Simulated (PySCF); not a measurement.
CH₇InO₃, singlet at its PBE0/def2-SVP optimised geometry (Å):

```
12

In    -1.0606    -1.6128     0.0000
H     -2.0014    -1.9576    -1.3789
O      0.9947    -1.6128     0.0000
H      1.3789    -2.0555     0.7646
O     -1.5570    -1.6543     1.9499
H     -2.4867    -1.8453     2.1120
C     -0.5219     1.4057     1.1315
O     -0.2864     0.5849     0.0000
H     -0.7600     0.8030     2.0238
H     -1.3789     2.0555     0.9048
H      0.3502     2.0480     1.3315
H      0.5721     0.0868     0.0898
```

Computed with PBE0/def2-TZVP, def2 effective core potentials past Kr in PySCF. The core electrons that the potentials of In replace are not part of the density. Cells within 0.4 Å of a nucleus heavier than hydrogen are left out (blank, or x).

Map of the log10 of the electron density (e/bohr³), floored at −4 on the plane z = 0.0 Å:

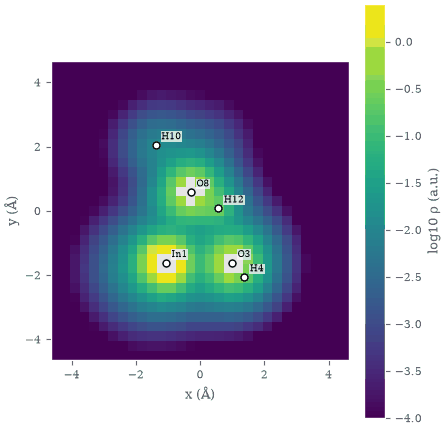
Figure: Log10 of the electron density (e/bohr³), floored at −4 on the plane z = 0.0 Å.
